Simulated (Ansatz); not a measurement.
H₃C₂N: several calculations on one system

## 1. Relaxation

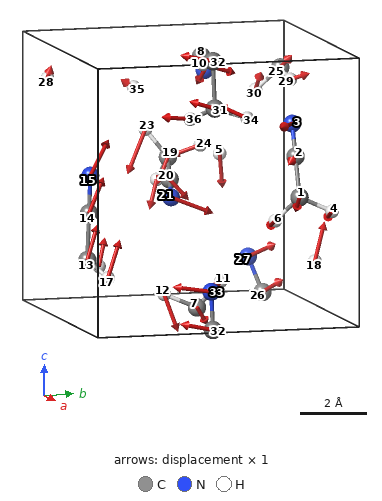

This is a relaxation of an amorphous cell of composition H$_{3}$C$_{2}$N. The starting structure is drawn; red arrows show the displacements, at their true length.

Style: ball-and-stick. Shown: the cell of the calculation, slightly off an axis.

The cell holds 6 CH3CN. The run prepares the start of a later molecular dynamics calculation, from a guessed geometry.

Computed with Ansatz 0.2.0, DFT PBE-D3(BJ), scalar-relativistic, plane waves, PAW. Settings: plane-wave cutoff 420 eV; k-point mesh 1 × 1 × 1; occupations fermi dirac; smearing width 0.05 eV; no spin polarisation; atoms relaxed in a fixed cell; force threshold 0.3 eV/Å; at most 15 steps.

Question: What did the optimiser do to the structure, and how much energy did it gain?

Answer: The energy falls by 1.384 eV per cell of the calculation in 12 accepted moves (13 points after the start). The largest force component goes from 2 to 0.26 eV/Å. 1 step only repeated the SCF at the same geometry. An H atom moves most: 1.60 Å along [1 −1 −2]. By element the largest moves are H 1.60 Å, N 1.46 Å, C 1.30 Å. The cell doesn't change. Near-neighbour distances that change, for instance: C–H 1.092 → 1.108 Å, C–N 1.178 → 1.163 Å, C–C 1.461 → 1.449 Å.

Limits of the set-up: the program's low-accuracy preset was used; the periodic images lie only 8.3 Å apart, so the values are limited by the cell's size.

## 2. Dynamics

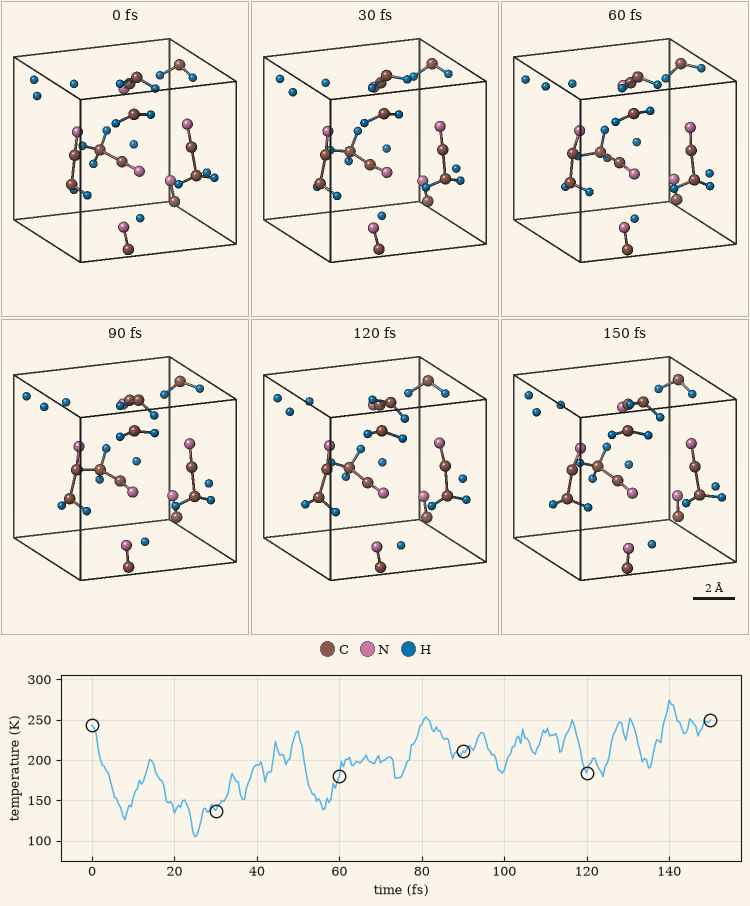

First-principles dynamics of a periodic cell with 6 CH3CN at 0.712 g/cm³, 150 fs long. Frames and the history of the run. The picture is a ball-and-stick view of the simulation cell, seen slightly off an axis.

Theory: DFT PBE-D3(BJ), scalar-relativistic, plane waves, PAW in Ansatz 0.2.0. Settings: plane-wave cutoff 420 eV; k-point mesh 1 × 1 × 1; Fermi-Dirac smearing 0.05 eV; low-accuracy preset; Langevin thermostat (NVT); set temperature 250 K; time step 0.5 fs; friction 0.02 per fs.

> Describe the run.

Over the second half the temperature averages 223 K (spread ±21 K). The potential energy in the second half lies on average 20.5 meV per atom above the first frame. Root-mean-square distances from the starting positions over the second half, with the common drift of all atoms taken out: H 0.54 Å, N 0.27 Å, C 0.24 Å. The heavy atoms stay within a fraction of a molecule's size of their starting places; so short a run doesn't tell a liquid from a solid.

Limits of the set-up: the program's low-accuracy preset was used; the periodic images lie only 8.3 Å apart, so the values are limited by the cell's size.

The run took 12 min on 1 thread of Arm Neoverse V2, on a shared host, peak memory 0.53 GiB.

## 3. Dynamics

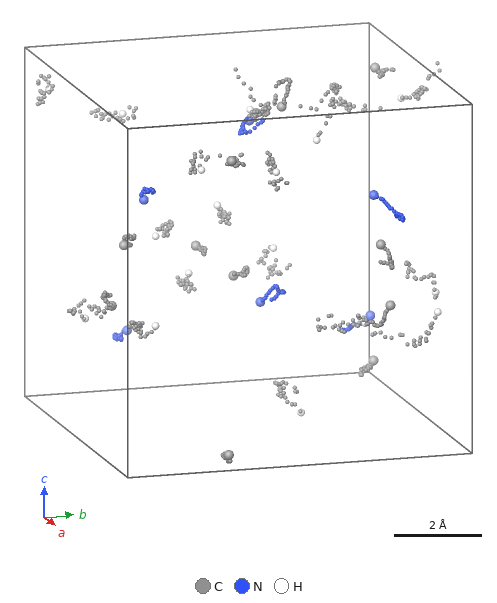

First-principles dynamics of a periodic cell with 6 CH3CN at 0.712 g/cm³, 200 fs long. It starts from the last geometry of an earlier run, with fresh velocities. Dots mark each atom's position at evenly spaced times, in the colour of its element; spheres stand at the starting positions. Seen slightly off an axis in the simulation cell.

The calculation used Ansatz 0.2.0, DFT PBE-D3(BJ), scalar-relativistic, plane waves, PAW. Settings: plane-wave cutoff 420 eV; k-point mesh 1 × 1 × 1; Fermi-Dirac smearing 0.05 eV; low-accuracy preset; Langevin thermostat (NVT); set temperature 250 K; time step 0.5 fs; friction 0.02 per fs.

Input file:
```yaml
accuracy: low
crystal:
  lattice:
    - [8.311659, 0.0, 0.0]
    - [0.0, 8.311659, 0.0]
    - [0.0, 0.0, 8.311659]
  atoms:
    - { symbol: C, position: [0.93231489, 0.78296342, 0.42371294] }
    - { symbol: C, position: [0.91561507, 0.75995382, 0.59566517] }
    - { symbol: "N", position: [0.89163987, 0.74652452, 0.73277546] }
    - { symbol: H, position: [0.97182297, 0.9088743, 0.40487337] }
    - { symbol: H, position: [1.03935489, 0.71023815, 0.38461402] }
    - { symbol: H, position: [0.82580697, 0.74145011, 0.35052792] }
    - { symbol: C, position: [0.56501373, 0.57695104, -0.07825233] }
    - { symbol: C, position: [0.40038101, 0.55164663, -0.13314922] }
    - { symbol: "N", position: [0.27466356, 0.56960045, -0.18543562] }
    - { symbol: H, position: [0.62555862, 0.66053538, -0.16622424] }
    - { symbol: H, position: [0.56513556, 0.63347417, 0.04142864] }
    - { symbol: H, position: [0.62574919, 0.46701972, -0.06510757] }
    - { symbol: C, position: [0.61296974, 0.06903723, 0.39754812] }
    - { symbol: C, position: [0.58861025, 0.1113529, 0.56256716] }
    - { symbol: "N", position: [0.55265746, 0.18024546, 0.67932132] }
    - { symbol: H, position: [0.50269043, 0.02487337, 0.33853321] }
    - { symbol: H, position: [0.66294319, 0.18113321, 0.34413012] }
    - { symbol: H, position: [0.70546078, -0.01802088, 0.39426241] }
    - { symbol: C, position: [0.23437825, 0.42633149, 0.45652113] }
    - { symbol: C, position: [0.38582571, 0.49035201, 0.40165531] }
    - { symbol: "N", position: [0.51304169, 0.53038951, 0.35307354] }
    - { symbol: H, position: [0.14601481, 0.43208727, 0.35691285] }
    - { symbol: H, position: [0.25525193, 0.30330319, 0.49723261] }
    - { symbol: H, position: [0.20311239, 0.49864359, 0.55999477] }
    - { symbol: C, position: [0.21876949, 0.95184316, 0.92633851] }
    - { symbol: C, position: [0.24861654, 0.93825609, 1.09533927] }
    - { symbol: "N", position: [0.27758065, 0.92064125, 1.23215056] }
    - { symbol: H, position: [0.11488757, 1.03484882, 0.90560751] }
    - { symbol: H, position: [0.32278466, 0.99658511, 0.86022977] }
    - { symbol: H, position: [0.1669784, 0.84626334, 0.86734657] }
    - { symbol: C, position: [0.93249531, 0.32169938, 0.86956873] }
    - { symbol: C, position: [0.96952451, 0.30235977, 1.03743462] }
    - { symbol: "N", position: [1.00340191, 0.29573006, 1.16915412] }
    - { symbol: H, position: [0.94566935, 0.44729371, 0.83147015] }
    - { symbol: H, position: [1.04053468, 0.27182796, 0.80019557] }
    - { symbol: H, position: [0.82093384, 0.26713542, 0.82136826] }
basis:
  ecutwfc: 420.0
kpoints:
  mp_grid: { grid: [1, 1, 1] }
hamiltonian:
  xc: pbe
  dispersion: d3bj
scf:
  occupations: { method: fermi_dirac, width: 0.05 }
  lower_state_search: "off"
md:
  timestep: 0.5
  n_steps: 400
  ensemble: nvt_langevin
  temperature: 250.0
  initial_velocities: maxwell_boltzmann
  seed: 605140
  friction: 0.02
```

Launched with:
```bash
ansatz run input.yaml --threads 1 --pin off --max-ram 3072MiB --backend cpu --events-out ev --progress --plain --runs-dir out
```

> What do the traces tell about the motion?

Root-mean-square distances from the starting positions over the second half, with the common drift of all atoms taken out: H 0.78 Å, N 0.54 Å, C 0.39 Å. The heavy atoms stay within a fraction of a molecule's size of their starting places; so short a run doesn't tell a liquid from a solid. The mean temperature in the second half is 282 K (standard deviation 46 K). The potential energy in the second half lies on average 2.6 meV per atom above the first frame.

Limits of the set-up: the program's low-accuracy preset was used; the periodic images lie only 8.3 Å apart, so the values are limited by the cell's size.

Cost: 16 min on 1 thread of Arm Neoverse V2, with other jobs on the host, peak memory 0.56 GiB.
